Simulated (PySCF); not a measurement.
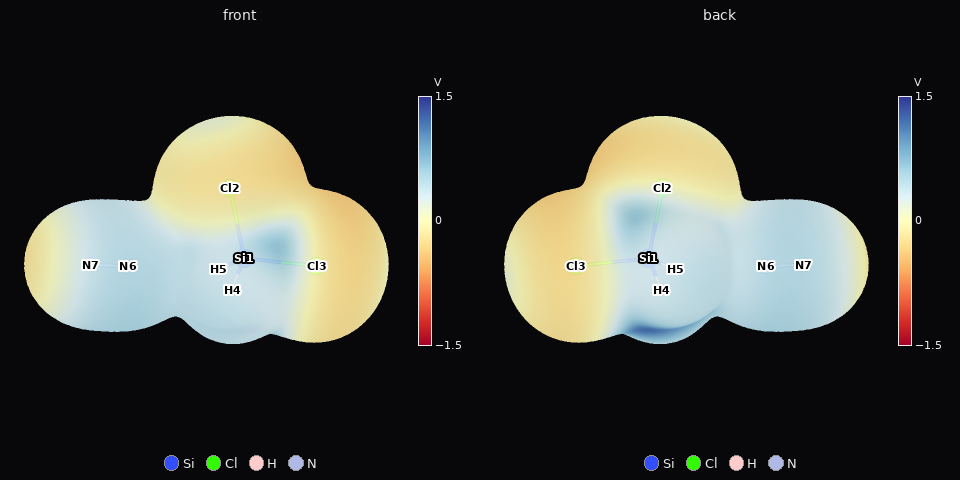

Cl₂H₂Si···N₂. The electrostatic potential painted on the density surface at 0.001 e/bohr³, seen from the front and from behind; the colour scale runs from red (negative) to blue (positive).

Geometry: PBE0-D3(BJ)/def2-SVPD.

Theory: PySCF, wB97M-D3(BJ)/def2-TZVPD, SCF density, gas phase.

| atom | x (Å) | y (Å) | z (Å) |
| --- | --- | --- | --- |
| Si | 0.0042 | 0.0493 | 0.1268 |
| Cl | 1.1706 | 1.3470 | -0.9799 |
| Cl | 1.2276 | -1.0912 | 1.3428 |
| H | -0.8902 | 0.8446 | 0.9973 |
| H | -0.6954 | -0.8643 | -0.8035 |
| N | -2.3775 | 1.6259 | -1.5323 |
| N | -3.0637 | 2.2996 | -2.0608 |

### Describe the electrostatic potential map.

The most negative region (about −0.4 V) lies over Cl2 and Cl3, the most positive (about +1.1 V) over Si1.

### What dipole moment does the calculation give?

Its dipole moment is 1.56 D.
